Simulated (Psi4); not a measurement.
**CH3AlO (Al(CO)H3): MP4(SDQ)/pcSseg-1 (density fitting)**

Aim: the energy difference between two shapes of CH3AlO (Al(CO)H3) at MP4(SDQ)/pcSseg-1 (density fitting), from 2 runs. 

The calculation is run with Psi4 1.11.

### Step 1. The system as given

CH3AlO has 6 atoms, charge 0, and is taken as a singlet. As SMILES, `[H][Al]([H])([H])<-[C-]#[O+]`. Geometry: a GFN2-xTB relaxation, a rough one for these elements and not checked as a minimum.

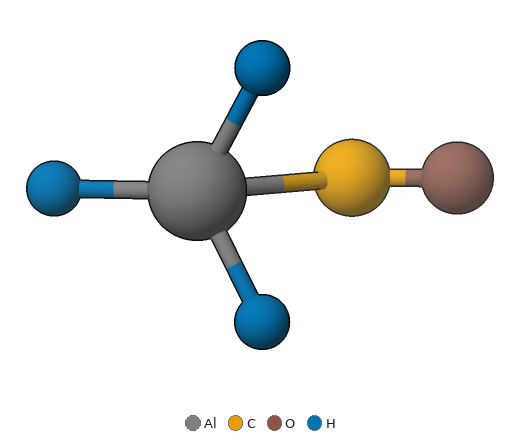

Viewed from a chosen angle; aluminium grey, carbon amber, oxygen brown, hydrogen blue.

### Step 2. A single-point energy at MP4(SDQ)/pcSseg-1 (density fitting)

ch3alo.inp

```
memory 1600 MB

molecule molecule1 {
  0 1
  Al    -0.37701926    -0.02364047    -1.44690660
  C      0.33788303     0.85880493     2.34293914
  O      1.10101113    -0.00640617     4.12975078
  H      2.57921160    -0.36621003    -1.30016937
  H     -1.47837054     1.48334052    -3.69169337
  H     -2.16271596    -1.94590768    -0.03392058
  units bohr
  no_reorient
  no_com
}

set {
  basis pcSseg-1
  freeze_core true
}

energy('mp4(sdq)')
```

Started as:

```
psi4 ch3alo.inp ch3alo.out -n 1
```

ch3alo.out (excerpt; [...] marks lines left out):

```text
[...]
  Running in c1 symmetry.
[...]
  Nuclear repulsion =   81.517240354628356
[...]
  Multiplicity = 1
[...]
  Nalpha       = 15
  Nbeta        = 15
[...]
    Number of basis functions: 73
[...]
   @RHF iter   1:  -356.27487858103962   -1.02744e+00   4.17683e-03 DIIS/ADIIS
[...]
   @RHF iter  12:  -356.32610327171449   -1.01750e-11   7.94566e-09 DIIS
[...]
    Orbital Energies [Eh]
    ---------------------
    Doubly Occupied:
       1A    -58.469346     2A    -20.704679     3A    -11.414429
       4A     -4.874028     5A     -3.197818     6A     -3.195840
       7A     -3.195094     8A     -1.569728     9A     -0.852694
      10A     -0.715272    11A     -0.684210    12A     -0.673160
      13A     -0.517207    14A     -0.431703    15A     -0.416508
[...]
  @RHF Final Energy:  -356.32610327171449
   => Energetics <=
    Nuclear Repulsion Energy =             81.5172403546283562
    One-Electron Energy =                -653.8632583511410985
    Two-Electron Energy =                 216.0199147247982125
    Total Energy =                       -356.3261032717144872
[...]
 Multipole Moments:
 ------------------------------------------------------------------------------------
     Multipole            Electronic (a.u.)      Nuclear  (a.u.)        Total (a.u.)
 ------------------------------------------------------------------------------------
 L = 1.  Multiply by 2.5417464519 to convert [e a0] to [Debye]
 Dipole X            :         -4.9031845            4.8722619           -0.0309226
 Dipole Y            :         -3.4521602            3.9654769            0.5133167
 Dipole Z            :        -22.7349196           23.2600720            0.5251523
 Magnitude           :                                                    0.7350070
[...]
      * MP2 total energy:                   -356.711526317304
[...]
      * MP3 total energy:                   -356.720531536224
[...]
```

Run time: 3 s. Hardware: 1 thread of Intel Xeon 6975P-C (Granite Rapids), shared host; peak memory 0.39 GiB.

### Step 3. The distorted shape, same level

ch3alo.xyz

```xyz
6
CH3AlO
Al    -0.210550    -0.022056    -0.717665
C      0.166119     0.458806     1.228531
O      0.619145    -0.000958     2.201894
H      1.358273    -0.214128    -0.730514
H     -0.780940     0.792154    -1.952182
H     -1.112820    -1.032547     0.009842
```

run.py

```python
import psi4

psi4.set_memory('1600 MB')
psi4.set_num_threads(1)
psi4.core.set_output_file('output.dat', False)

with open('ch3alo.xyz') as f:
    atoms = ''.join(f.readlines()[2:])
geom = psi4.geometry('0 1\n' + atoms + 'no_reorient\nno_com')

options = {'freeze_core': True}
psi4.set_options(options)

e_tot, wfn = psi4.energy("mp4(sdq)/pcSseg-1", molecule=geom, return_wfn=True)
print(f'mp4(sdq)/pcSseg-1 energy: {e_tot:.10f} Eh')
```

Started as:

```
python run.py
```

output.dat (excerpt; [...] marks lines left out):

```text
[...]
  Running in c1 symmetry.
[...]
  Nuclear repulsion =   81.294218005744099
[...]
  Multiplicity = 1
[...]
  Nalpha       = 15
  Nbeta        = 15
[...]
    Number of basis functions: 73
[...]
   @RHF iter   1:  -356.25853753737545   -1.07759e+00   4.34041e-03 DIIS/ADIIS
[...]
   @RHF iter  13:  -356.31372098498542   -1.36424e-12   3.42056e-09 DIIS
[...]
    Orbital Energies [Eh]
    ---------------------
    Doubly Occupied:
       1A    -58.469239     2A    -20.709613     3A    -11.435800
       4A     -4.874663     5A     -3.198544     6A     -3.196288
       7A     -3.195856     8A     -1.543422     9A     -0.858002
      10A     -0.718166    11A     -0.669739    12A     -0.662709
      13A     -0.516151    14A     -0.437086    15A     -0.414334
[...]
  @RHF Final Energy:  -356.31372098498542
   => Energetics <=
    Nuclear Repulsion Energy =             81.2942180057440993
    One-Electron Energy =                -653.4166490844077089
    Two-Electron Energy =                 215.8087100936781439
    Total Energy =                       -356.3137209849854230
[...]
 Multipole Moments:
 ------------------------------------------------------------------------------------
     Multipole            Electronic (a.u.)      Nuclear  (a.u.)        Total (a.u.)
 ------------------------------------------------------------------------------------
 L = 1.  Multiply by 2.5417464519 to convert [e a0] to [Debye]
 Dipole X            :         -5.1678968            5.0592447           -0.1086521
 Dipole Y            :         -3.2778109            3.7868656            0.5090547
 Dipole Z            :        -23.9562508           24.5358998            0.5796489
 Magnitude           :                                                    0.7790602
[...]
      * MP2 total energy:                   -356.708253280351
[...]
      * MP3 total energy:                   -356.713303650907
[...]
```

The script printed:

```text
mp4(sdq)/pcSseg-1 energy: -356.7315053532 Eh
```

It took 3.3 s on 1 thread of Intel Xeon 6975P-C (Granite Rapids), shared host; peak memory 0.39 GiB.

### Step 4. Outcome

At MP4(SDQ)/pcSseg-1 (density fitting), 7 core orbitals frozen:

```
                                                    quantity          value
                                   first shape: total energy  -356.73582 Eh
            first shape: HOMO energy (Hartree–Fock orbitals)      -11.33 eV
            first shape: LUMO energy (Hartree–Fock orbitals)        1.85 eV
          first shape: HOMO–LUMO gap (Hartree–Fock orbitals)       13.19 eV
    first shape: correlation energy (7 core orbitals frozen)     -409.7 mEh
                               distorted shape: total energy  -356.73151 Eh
        distorted shape: HOMO energy (Hartree–Fock orbitals)      -11.27 eV
        distorted shape: LUMO energy (Hartree–Fock orbitals)        1.34 eV
      distorted shape: HOMO–LUMO gap (Hartree–Fock orbitals)       12.61 eV
distorted shape: correlation energy (7 core orbitals frozen)     -417.8 mEh
                      energy change with the atoms displaced       0.117 eV
```

What this shows: With the atoms displaced the energy rises by 0.12 eV (2.7 kcal/mol). The first shape isn't relaxed at this level, so the change isn't measured from a minimum.
